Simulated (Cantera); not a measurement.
Input: 1 mol TiO2, 1 mol HCl, at 20.0 mbar.

Cantera equilibrium calculation (NASA polynomials, part measured and part estimated; ideal gas, pure solids and liquids). Candidate condensed phases: H2O, Ti, TiCl2, TiCl3, TiCl4, TiO, TiO2, Ti2O3, Ti3O5, Ti4O7; 23 gas species. Condensed phases not in the tables: TiOCl. Rates play no part.

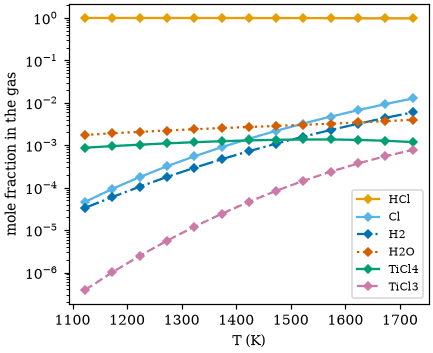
*Equilibrium gas composition (values under 1e-9 drawn at 1e-9)*

Q: Read off the mole fractions at 1723 K.

A: HCl about 0.98, Cl about 0.013, H2 about 0.0059, H2O about 0.0040, TiCl4 about 0.0012, TiCl3 about 0.00077.
